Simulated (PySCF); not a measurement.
**C₄H₄NOP: electronic excitations and core binding energies**

Wanted: the electronic excitations and core binding energies of C₄H₄NOP (`O=Cc1[nH]ccp1`), by calculation.

Computed with PySCF 2.14.0, with density-fitted response routines of our own, on a single molecule in the gas phase. Atoms are numbered from 0 throughout.

**1. The starting structure**

11 atoms, charge 0, multiplicity 1; geometry from: GFN2-xTB.

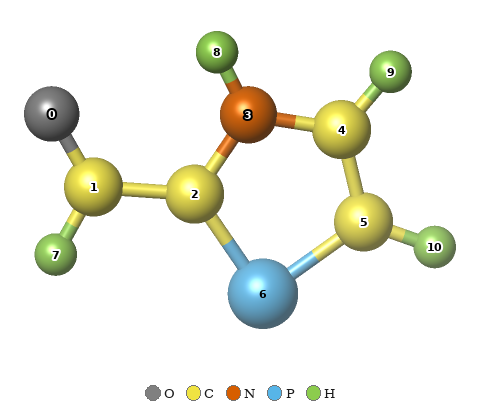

As it starts; oxygen grey, carbon yellow, nitrogen orange, phosphorus blue, hydrogen green, atoms numbered.

**2. Ultraviolet spectrum: CAM-B3LYP/def2-SVPD**

Job settings and geometry (Å):

```
{"job": {"kind": "uv", "xc": "CAM-B3LYP", "basis": "def2-SVPD", "nstates": 8, "ntriplets": 3}, "charge": 0, "multiplicity": 1}
O      2.610703    -1.035887    -0.245922
C      2.095683     0.061649    -0.167589
C      0.681552     0.279356    -0.047210
N     -0.156726    -0.798795    -0.016318
C     -1.452076    -0.480441     0.097421
C     -1.668321     0.872225     0.159926
P     -0.179964     1.789885     0.072135
H      2.695465     0.989362    -0.183987
H      0.222058    -1.734241    -0.077910
H     -2.199076    -1.254155     0.130967
H     -2.643874     1.313712     0.252524
```

Level: TDDFT CAM-B3LYP/def2-SVPD, vertical, gas phase, core orbitals frozen in the response.

Run with:

```sh
OMP_NUM_THREADS=1 python probes_run.py task.json out
```

This one command runs all jobs of the session in turn.

**Question.** This job is followed by: delta-SCF UKS SCAN, pcX-2 on the ionised atom, pcseg-1 elsewhere, spin-free X2C. Predict these results of the whole session: lowest singlet (CAM-B3LYP/def2-SVPD); brightest single state of those computed; lowest triplet; C1s binding energies, SCAN/pcX-2 (standing for 3 of 4 atoms); O1s binding energies, SCAN/pcX-2; N1s binding energies, SCAN/pcX-2; P1s binding energies, SCAN/pcX-2; P2p binding energies, SCAN/pcX-2.

As calculated:

```
                                                    quantity                               value
                        lowest singlet (CAM-B3LYP/def2-SVPD)         3.95 eV (314 nm), f = 0.001
                    brightest single state of those computed         state 2, 4.63 eV, f = 0.284
                                              lowest triplet                             2.82 eV
C1s binding energies, SCAN/pcX-2 (standing for 3 of 4 atoms)  C4 291.74, C2 291.19, C5 290.31 eV
                            O1s binding energies, SCAN/pcX-2                        O0 537.05 eV
                            N1s binding energies, SCAN/pcX-2                        N3 406.93 eV
                            P1s binding energies, SCAN/pcX-2                       P6 2149.73 eV
                            P2p binding energies, SCAN/pcX-2                        P6 136.48 eV
```

The lowest singlet, at 3.95 eV, is HOMO−2→LUMO 0.91 and is dark; of the 8 states computed, the strongest absorption comes from state 2 at 4.63 eV. The lowest triplet lies 1.13 eV below the lowest singlet (triplets in Tamm-Dancoff, singlets in full TDDFT). The C1s levels kept as sound span 1.42 eV, from C5 (aromatic CH) up to C4 (aromatic CH next to a ring nitrogen). Only 3 of the 4 C atoms are covered by sound results.
